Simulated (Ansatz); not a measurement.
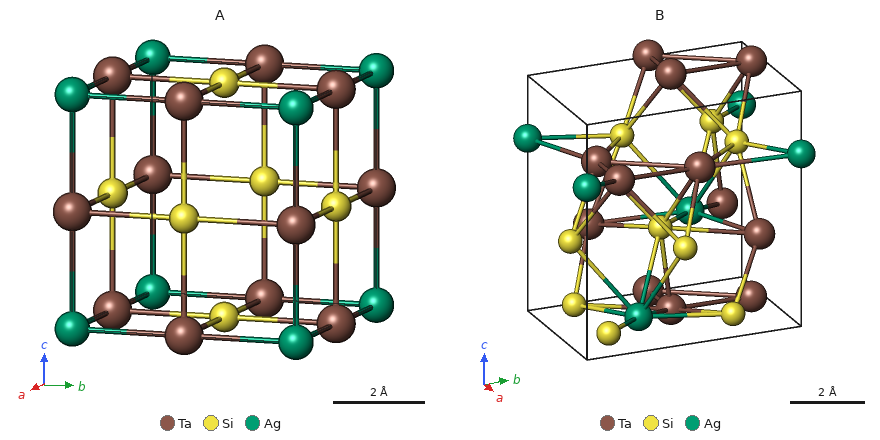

Two structures of Ta$_{3}$Si$_{3}$Ag, each relaxed to rest (conventional cells in solid outline, small ones repeated, not to one scale). Method: Ansatz, DFT PBE, scalar-relativistic, plane waves, PAW, without spin polarisation.

**Which structures are these?**

A: 7 atoms a cell on a primitive cubic lattice, Pm-3m. B: 21 atoms a cell on a rhombohedral (trigonal R) lattice, R3m.

**Which structure wins energetically, and by what margin?**

B is lower, by 793 meV/atom at this level of theory (energies at zero smearing). Volumes: A 20.5, B 16.7 Å³/atom.

One or both may be structure types tried for this composition rather than known phases.
